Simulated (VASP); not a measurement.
Band structure of Ca (fcc). Level of theory: PBE GGA, VASP's PBE PAW potentials (set 64) (plane waves; VASP).

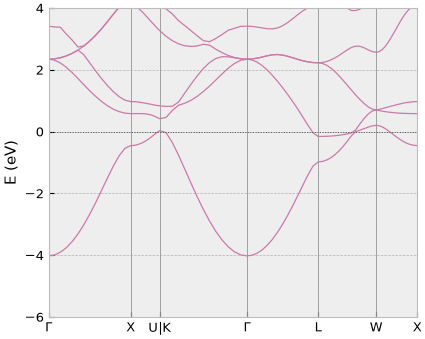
Fig. 1. Bands along high-symmetry lines, zero at the valence-band maximum or, without a gap, the Fermi level

Read the plot: is there a gap, and where are the band edges?

It has no gap at this level: it comes out as a metal or semimetal. (Edges off the drawn lines would not show.)

The compound is Ca in the fcc structure. It was relaxed first.
